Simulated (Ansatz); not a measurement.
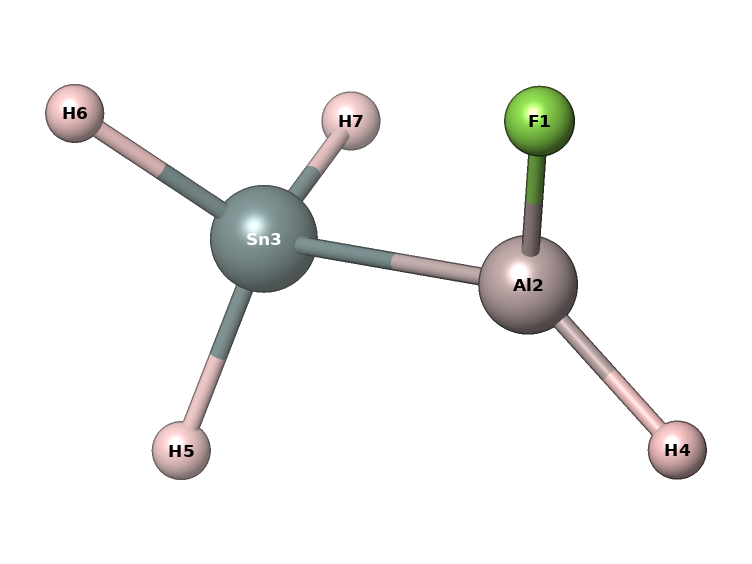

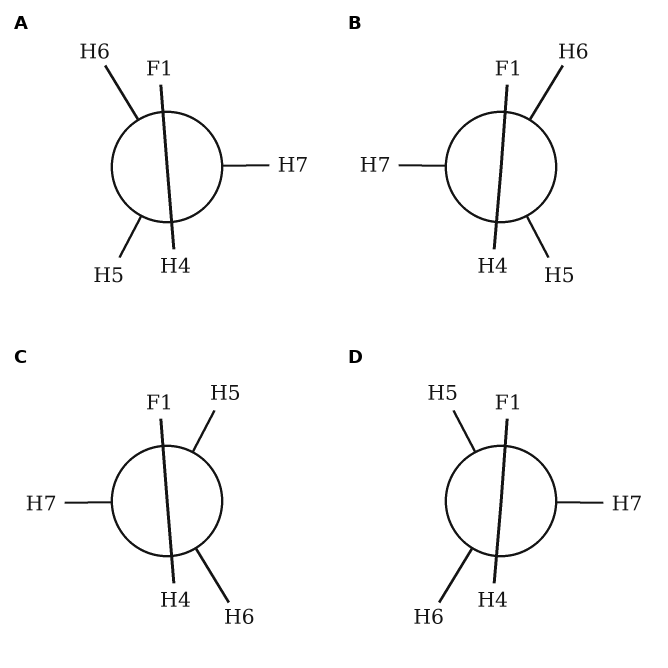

Depth is shown by fading: the farther an atom, the more it takes the colour of the background. Bonds that would overlap in a projection are set slightly apart. The computed structure is the end point of a PBE0-D4/def2-TZVP optimisation. No frequency run is at hand to confirm it as a minimum.

Question: Which Newman projection shows the view along Al2–Sn3, with Al2 in front?

Answer: A. The torsion angle F1–Al2–Sn3–H5 is −148°, anticlinal.
